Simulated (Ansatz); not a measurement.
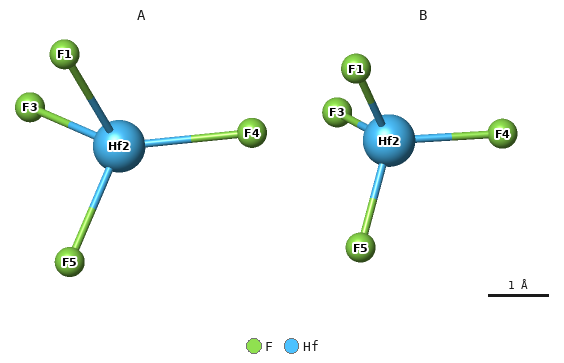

Two geometries of HfF₄ (coarse preliminary run), drawn at one scale. One is the start of a relaxation, the other its converged end. The picture is a ball-and-stick view, seen at a tilt.

Theory: Ansatz, RKS PBE-D4/def2-SVP. (force threshold 0.03 eV/Å; at most 200 steps)

**Which geometry has the lower energy?**

Structure B is the relaxed one. The start comes from a force field. F4 moves most after the best rigid fit: 0.54 Å. Largest moves by element: F 0.54 Å, Hf 0.29 Å. Some distances before and after: F1–Hf2 2.499 → 1.916 Å, Hf2–F3 2.294 → 1.916 Å, Hf2–F4 2.237 → 1.916 Å, Hf2–F5 2.226 → 1.916 Å. Bond angles that change, for instance: F3–Hf2–F4 130.5° → 109.6°, F1–Hf2–F3 94.4° → 109.4°, F1–Hf2–F5 100.1° → 109.5°. After 4 geometry steps the energy has fallen by 5.743 eV. Largest force component: 4.8 eV/Å at the start, 0.0079 eV/Å at the end.
